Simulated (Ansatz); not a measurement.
**CH3NSSi: how energies converge with the basis set**

How large a basis does CH3NSSi need? Two functionals are run in growing sets.

Method: one geometry, several basis sets; program: Ansatz 0.2.0, Gaussian basis.

Plan: PBE0-D4/def2-SVP; ωB97M-V/def2-SVP; PBE0-D4/def2-QZVPP; ωB97M-V/def2-QZVPP; the functionals' def2-TZVPP values are taken from earlier runs.

## 1. Structure used throughout

All runs share one geometry, relaxed beforehand with PBE0-D4 in a triple-zeta def2 set.

SMILES `SC1=N[SiH2]1`, 7 atoms, charge 0, spin multiplicity 1.

Atoms are counted from 1 here; the program's logs count them from 0.

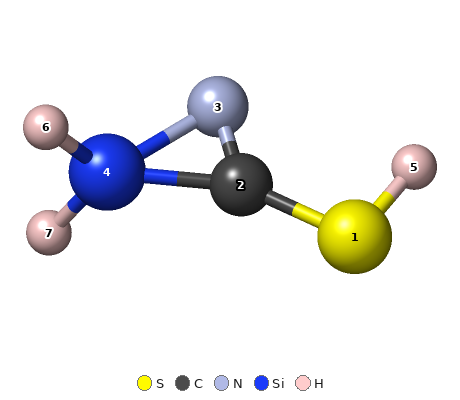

The geometry (sulfur yellow, carbon dark grey, nitrogen light blue, silicon blue, hydrogen pink); atoms are numbered from 1 in the order of the file.

## 2. PBE0-D4 in def2-SVP

The input, in.yaml:

```yaml
crystal:
  periodic: [false, false, false]
  atoms:
    - {symbol: S, position_ang: [-0.877611, 1.109712, -1.706179]}
    - {symbol: C, position_ang: [-0.265174, 0.215623, -0.374351]}
    - {symbol: N, position_ang: [-0.810526, -0.559311, 0.489540]}
    - {symbol: Si, position_ang: [0.942681, -0.412544, 0.771104]}
    - {symbol: H, position_ang: [-2.163940, 0.728052, -1.555777]}
    - {symbol: H, position_ang: [1.416776, 0.397885, 1.910364]}
    - {symbol: H, position_ang: [1.818994, -1.547417, 0.419501]}
basis:
  gaussian: {orbitals: def2-SVP}
hamiltonian: {xc: pbe0, dispersion: d4}
output: {orbitals: {seedname: orbitals}}
```

The run is started by

```console
$ ansatz run in.yaml --threads 2 --pin off --events-out ev --progress --plain --max-ram 4352MiB
```

Standard output:

```text
Functional definition: PBE0
  name "PBE0"
  cite "Adamo & Barone, J. Chem. Phys. 110, 6158 (1999) doi:10.1063/1.478522"
  cite "Perdew, Burke & Ernzerhof, Phys. Rev. Lett. 77, 3865 (1996) doi:10.1103/PhysRevLett.77.3865"
  parent pbe
  parameter a = 0.25
  parameter kappa = 0.804
  parameter beta = 0.06672455060314922
  exchange = (1 - a)*pbe_x(kappa = kappa, mu = beta*pi^2/3) + a*exact_x
  correlation = pbe_c(beta = beta)
766 factors; integrals over basis functions are off by at most 1.2e-3 eV
mean field evaluation 1: about -21262.8880 eV, gradient 5.1e1 eV
mean field evaluation 2: about -21239.3592 eV, gradient 1.0e2 eV
mean field evaluation 4: about -21268.8978 eV, gradient 1.1e1 eV
mean field evaluation 8: about -21269.2444 eV, gradient 6.5e-1 eV
mean field evaluation 16: about -21269.2455 eV, gradient 4.7e-5 eV
mean field -21269.24545995 eV, -781.6303538407 hartree, gradient 4.7e-5 eV, S^2 0.000000; 0 other end points of the search recorded, 0 dependent functions left out
reference -21269.24548251 eV, -781.6303546697 hartree; 23, 23 occupied and 56, 56 virtual orbitals, 766 factors
Total energy: -21269.38785016 eV, -781.6355865843 hartree
```

It took 1.1 s on 2 threads of Arm Neoverse V1, shared host.

## 3. ωB97M-V in def2-SVP

Changes to in.yaml since step 2:

```diff
@@ -12,3 +12,3 @@
   gaussian: {orbitals: def2-SVP}
-hamiltonian: {xc: pbe0, dispersion: d4}
+hamiltonian: {xc: {name: wB97M-V}}
 output: {orbitals: {seedname: orbitals}}
```

Same command.

Standard output (excerpt; [...] marks lines left out):

```text
Functional definition: wB97M-V
  name "wB97M-V"
  cite "Mardirossian & Head-Gordon, J. Chem. Phys. 144, 214110 (2016) doi:10.1063/1.4952647"
  cite "Becke, J. Chem. Phys. 107, 8554 (1997) doi:10.1063/1.475007"
  cite "Vydrov & Van Voorhis, J. Chem. Phys. 133, 244103 (2010) doi:10.1063/1.3521275"
  # Of w^i u^j: cxij and so on, Table III.
[...]
  gx(w, u) = 1 - cx + cx01*u + cx10*w
  gss(w, u) = css00 + css04*u^4 + css10*w + css20*w^2 + css43*w^4*u^3
  gos(w, u) = cos00 + cos10*w + (cos20 + cos21*u)*w^2 + (cos60 + cos61*u)*w^6
[...]
      + integral(e_c_pw_mod_opposite_spin*gos(b97_w_opposite, b97_u_opposite)) + vv10(b, c)
766 factors; integrals over basis functions are off by at most 1.2e-3 eV
243 factors; integrals over basis functions are off by at most 1.1e-5 eV
[...]
mean field -21277.24175171 eV, -781.9242121427 hartree, gradient 6.0e-5 eV, S^2 0.000000; 0 other end points of the search recorded, 0 dependent functions left out
reference -21277.24178818 eV, -781.9242134830 hartree; 23, 23 occupied and 56, 56 virtual orbitals, 766 factors
Total energy: -21277.24178818 eV, -781.9242134830 hartree
```

Run time: 5.5 s. Hardware: 2 threads of Arm Neoverse V1, shared host.

## 4. PBE0-D4 in def2-QZVPP

Changes to in.yaml since step 3:

```diff
@@ -11,4 +11,4 @@
 basis:
-  gaussian: {orbitals: def2-SVP}
-hamiltonian: {xc: {name: wB97M-V}}
+  gaussian: {orbitals: "def2-QZVPP.json"}
+hamiltonian: {xc: pbe0, dispersion: d4}
 output: {orbitals: {seedname: orbitals}}
```

Same command.

Standard output:

```text
Functional definition: PBE0
  name "PBE0"
  cite "Adamo & Barone, J. Chem. Phys. 110, 6158 (1999) doi:10.1063/1.478522"
  cite "Perdew, Burke & Ernzerhof, Phys. Rev. Lett. 77, 3865 (1996) doi:10.1103/PhysRevLett.77.3865"
  parent pbe
  parameter a = 0.25
  parameter kappa = 0.804
  parameter beta = 0.06672455060314922
  exchange = (1 - a)*pbe_x(kappa = kappa, mu = beta*pi^2/3) + a*exact_x
  correlation = pbe_c(beta = beta)
1281 factors; their error is unknown
mean field evaluation 1: about -21269.3958 eV, gradient 6.7e1 eV
mean field evaluation 2: about -21206.7727 eV, gradient 1.6e2 eV
mean field evaluation 4: about -21278.4689 eV, gradient 2.3e1 eV
mean field evaluation 8: about -21279.5340 eV, gradient 2.6e-1 eV
mean field evaluation 16: about -21279.5533 eV, gradient 1.0e-4 eV
mean field -21279.55328070 eV, -782.0091592666 hartree, gradient 1.5e-5 eV, S^2 0.000000; 0 other end points of the search recorded, 0 dependent functions left out
reference -21279.55331626 eV, -782.0091605731 hartree; 23, 23 occupied and 321, 321 virtual orbitals, 1281 factors
Total energy: -21279.69568391 eV, -782.0143924878 hartree
```

Run time: 7.5 s. Hardware: 2 threads of Arm Neoverse V1, shared host; peak memory 0.91 GiB.

## 5. ωB97M-V in def2-QZVPP

Changes to in.yaml since step 4:

```diff
@@ -12,3 +12,3 @@
   gaussian: {orbitals: "def2-QZVPP.json"}
-hamiltonian: {xc: pbe0, dispersion: d4}
+hamiltonian: {xc: {name: wB97M-V}}
 output: {orbitals: {seedname: orbitals}}
```

Launched as before.

Standard output (excerpt; [...] marks lines left out):

```text
Functional definition: wB97M-V
  name "wB97M-V"
  cite "Mardirossian & Head-Gordon, J. Chem. Phys. 144, 214110 (2016) doi:10.1063/1.4952647"
  cite "Becke, J. Chem. Phys. 107, 8554 (1997) doi:10.1063/1.475007"
  cite "Vydrov & Van Voorhis, J. Chem. Phys. 133, 244103 (2010) doi:10.1063/1.3521275"
  # Of w^i u^j: cxij and so on, Table III.
[...]
  gx(w, u) = 1 - cx + cx01*u + cx10*w
  gss(w, u) = css00 + css04*u^4 + css10*w + css20*w^2 + css43*w^4*u^3
  gos(w, u) = cos00 + cos10*w + (cos20 + cos21*u)*w^2 + (cos60 + cos61*u)*w^6
[...]
      + integral(e_c_pw_mod_opposite_spin*gos(b97_w_opposite, b97_u_opposite)) + vv10(b, c)
1233 factors; their error is unknown
273 factors; integrals over basis functions are off by at most 2.0e-5 eV
[...]
mean field -21287.57879217 eV, -782.3040913731 hartree, gradient 5.7e-5 eV, S^2 0.000000; 0 other end points of the search recorded, 0 dependent functions left out
reference -21287.57884978 eV, -782.3040934903 hartree; 23, 23 occupied and 321, 321 virtual orbitals, 1233 factors
Total energy: -21287.57884978 eV, -782.3040934903 hartree
```

Run time: 17 s. Hardware: 2 threads of Arm Neoverse V1, shared host; peak memory 1.1 GiB.

## 6. Density functionals: the series

The def2-TZVPP values come from earlier runs at the same geometry.

```
functional       basis  functions  energy (eV)  from the largest (eV)  HOMO (eV)  LUMO (eV)
   PBE0-D4    def2-SVP         79  -21269.3879                 10.308      -6.88      -0.38
   PBE0-D4  def2-TZVPP        188  -21278.9511                  0.745      -6.94      -0.75
   PBE0-D4  def2-QZVPP        344  -21279.6957                  0.000      -6.97      -0.85
   ωB97M-V    def2-SVP         79  -21277.2418                 10.337      -9.00       1.58
   ωB97M-V  def2-TZVPP        188  -21286.8823                  0.697      -9.09       1.02
   ωB97M-V  def2-QZVPP        344  -21287.5788                  0.000      -9.12       0.77
```

## 7. Results

| quantity | value |
| --- | --- |
| PBE0-D4: double and triple zeta above quadruple | 10.31, 0.74 eV |
| ωB97M-V: double and triple zeta above quadruple | 10.34, 0.70 eV |

What this shows: For PBE0-D4 the step from double to triple zeta gains 9.56 eV and the next only 0.74 eV. Total energies overstate the basis error of differences, where much of it tends to cancel. The LUMO of ωB97M-V is positive and keeps falling with the basis (1.58 to 0.77 eV): an unbound level that the basis holds in place.

For PBE0-D4 the largest set took about 7 times as long as the smallest (7.5 s against 1.1 s).
